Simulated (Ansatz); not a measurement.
AlH₂SF (charge +1): single-point calculation

The run: single-point calculation of AlH₂SF, charge +1, multiplicity 2. Method and program: UKS PBE0-D4/def2-TZVPP (Ansatz 0.2.0).

The geometry is the cation at the geometry of the neutral molecule. The geometry comes from this level: PBE0-D4/def2-TZVP.

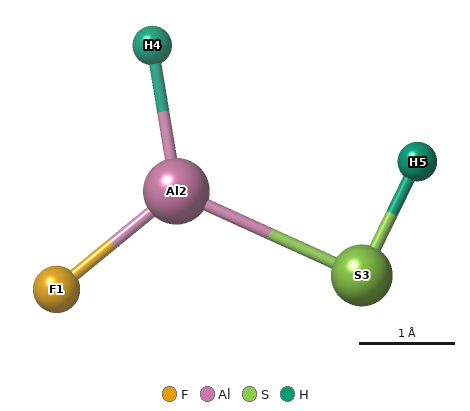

Fig. 1: The structure (ball-and-stick view, seen on its broad side; atoms are numbered from 1 in the order of the input). Sticks mark near contacts. Bond lengths as drawn: Al–F 1.65 Å, Al–H 1.57 Å, Al–S 2.17 Å and H–S 1.35 Å.

### Input file
```yaml
crystal:
  periodic: [false, false, false]
  atoms:
    - {symbol: F, position_ang: [-1.203507, -1.535789, 0.877517]}
    - {symbol: Al, position_ang: [-0.513882, -0.309052, 0.024808]}
    - {symbol: S, position_ang: [1.536104, 0.182613, 0.533468]}
    - {symbol: H, position_ang: [-1.341123, 0.430416, -1.085193]}
    - {symbol: H, position_ang: [1.572310, 1.158211, -0.392100]}
basis:
  gaussian: {orbitals: def2-TZVPP}
total_charge: 1
magnetization: {spin_polarized: true, initial_magnetization: 1}
hamiltonian: {xc: pbe0, dispersion: d4}
```

Hardware: 2 CPU threads, shared host.

### Output
```
Functional definition: PBE0
  name "PBE0"
  cite "Adamo & Barone, J. Chem. Phys. 110, 6158 (1999) doi:10.1063/1.478522"
  cite "Perdew, Burke & Ernzerhof, Phys. Rev. Lett. 77, 3865 (1996) doi:10.1103/PhysRevLett.77.3865"
  parent pbe
  parameter a = 0.25
  parameter kappa = 0.804
  parameter beta = 0.06672455060314922
  exchange = (1 - a)*pbe_x(kappa = kappa, mu = beta*pi^2/3) + a*exact_x
  correlation = pbe_c(beta = beta)
889 factors; their error is unknown
mean field evaluation 1: about -20157.8648 eV, gradient 5.5e1 eV
mean field evaluation 2: about -20042.7203 eV, gradient 1.7e2 eV
mean field evaluation 4: about -20166.5502 eV, gradient 5.3e0 eV
mean field evaluation 8: about -20166.6715 eV, gradient 1.3e-1 eV
mean field evaluation 16: about -20166.6715 eV, gradient 1.5e-5 eV
mean field -20166.67151633 eV, -741.1115087643 hartree, gradient 2.1e-5 eV, S^2 0.755435; 2 other end points of the search recorded, 0 dependent functions left out
reference -20166.67154463 eV, -741.1115098044 hartree; 20, 19 occupied and 123, 124 virtual orbitals, 889 factors
Total energy: -20166.72870601 eV, -741.1136104463 hartree
```

### Results in brief

```csv
quantity,value
outcome,converged
total energy,−20166.7287 eV
mean-field energy,−20166.6715 eV
dispersion energy,−0.0572 eV
⟨S²⟩,0.755
SCF solution under orbital rotations,stable
wall time,2.8 s (CPU time 5.3 s)
peak memory,0.32 GiB
```
